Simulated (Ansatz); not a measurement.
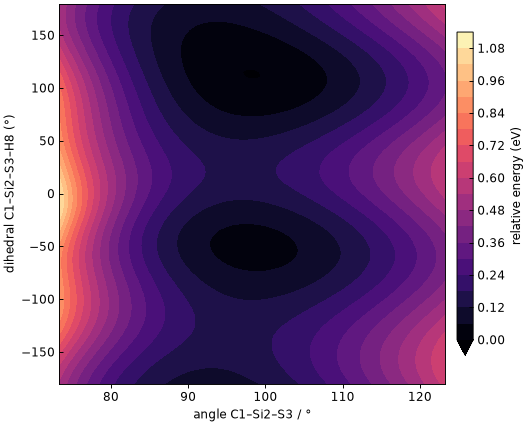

CH5SSi, SMILES C[SiH-]S, charge −1. 
- First axis: angle C1–Si2–S3. Second axis: dihedral C1–Si2–S3–H8.
- Nothing is relaxed (all other coordinates rigid).
- Grid: 15 × 15 points.
- Points are written as (first, second).
- All energies are given in eV relative to the lowest grid point.
- This map comes from RKS PBE-D4/def2-SVPD (Ansatz).

Drawn: filled contours. Between grid points the surface is interpolated.

The lowest grid point is at (98.3°, 108°). A higher local minimum lies near (98.3°, −60°) (0.040 eV above the lowest at that grid point). The highest grid point, (73.3°, −12°), lies 1.083 eV above the lowest. On the interpolated surface the easiest way out of the lowest well to the well at about (98°, −50°) passes a barrier of about 0.16 eV. Round the minimum the valley is somewhat tilted: raising angle C1–Si2–S3 shifts the best value of dihedral C1–Si2–S3–H8 downwards (coupling k₁₂/√(k₁₁k₂₂) about 0.2).

The level of theory is changed to RKS PBE0-D4/def2-SVPD (Ansatz); with it change the reference geometry, relaxed at the new level; the new grid has 13 × 12 points, laid about the new relaxed structure.

What does this change do to the map?

Answer. The lowest place stays at about (98°, 115°). The easiest pass out of the lowest well goes from about 0.16 to about 0.17 eV on the interpolated surfaces. The curvature at the minimum changes by less than a tenth (about 5.1) eV/rad² along angle C1–Si2–S3 and by less than a tenth (about 0.26) eV/rad² along dihedral C1–Si2–S3–H8.

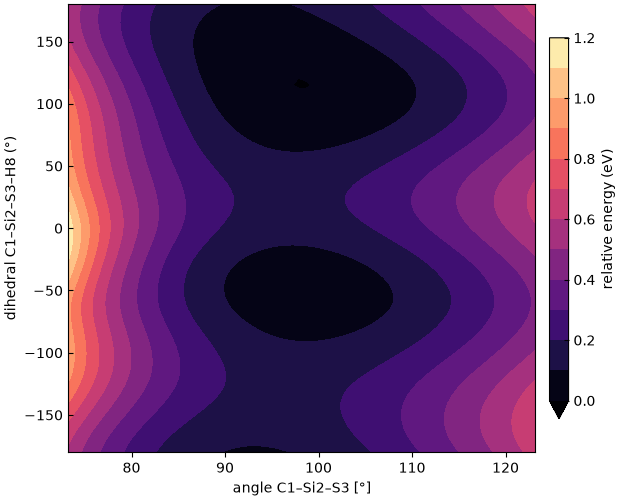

The map after the change, on a colour scale of its own. In the figure: filled contours. Between grid points the surface is interpolated.
